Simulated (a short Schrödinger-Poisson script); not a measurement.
System: gated In0.52Al0.48As/In0.53Ga0.47As δ-doped gas in a quantum well, at 77 K.

```csv
layer,material,thickness (nm),Na (cm⁻³)
1,In0.52Al0.48As,30,-
2,In0.52Al0.48As,2,-
3,In0.53Ga0.47As,6,-
4,In0.52Al0.48As,4000,6e14
```

Constants are typed, rounded textbook-type inputs, not results; the design itself was drawn at random and stands for no fabricated device. In0.52Al0.48As: permittivity 12.5, conduction-band edge (eV) 0.52, gap (eV) 1.45, electron mass (mₑ) 0.075, Nv at 300 K (cm⁻³) 1.1e19. In0.53Ga0.47As: permittivity 13.9, conduction-band edge (eV) 0, gap (eV) 0.74, Nv at 300 K (cm⁻³) 7.7e18.

Channel valleys (confinement mass, in-plane density-of-states mass, number): Γ 0.041, 0.041, 1. At the gate the conduction-band edge of layer 1 lies 0.65 eV − eVg above the Fermi level of the channel; the field vanishes at the back. Sheet of ionised δ-doping: +1.9e12 e/cm² at 30 nm from the gate. The barrier under the gate holds no holes. Gaps are held at their typed values at every temperature. Mesh 0.08 nm at interfaces.

Solved with a short Schrödinger-Poisson script written for these runs: 1D Poisson equation in equilibrium, electrons quantum, Hartree plus LDA exchange-correlation (BenDaniel-Duke, 40 states a valley, the channel's in-plane mass for all, wave functions free to enter the barrier), parabolic valleys, classical holes, full ionisation, no traps, pinning or gate leakage.

Only gate voltages with over 1e8 electrons/cm² are shown.

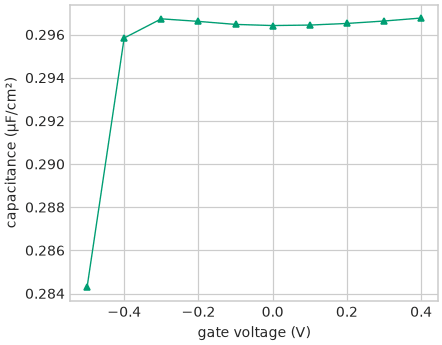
Quasi-static capacitance against gate voltage

```
Vg (V)  electrons (cm⁻²)  in the channel layer  C (μF/cm²)  Γ E0 (meV)  Γ E1 (meV)
------  ----------------  --------------------  ----------  ----------  ----------
0.4              1.77e12               1.64e12       0.297      -103.3       185.8
0.3              1.58e12               1.47e12       0.297       -92.5       198.0
0.2              1.40e12               1.30e12       0.297       -81.7       210.0
0.1              1.21e12               1.13e12       0.296       -70.9       222.0
0                1.03e12               9.60e11       0.296       -60.1       233.8
-0.1             8.45e11               7.89e11       0.296       -49.4       245.5
-0.2             6.61e11               6.17e11       0.297       -38.6       257.2
-0.3             4.76e11               4.44e11       0.297       -27.7       268.9
-0.4             2.91e11               2.72e11       0.296       -16.5       280.9
-0.5             1.09e11               1.02e11       0.284        -3.2       294.7
```

Subbands count from the Fermi level.
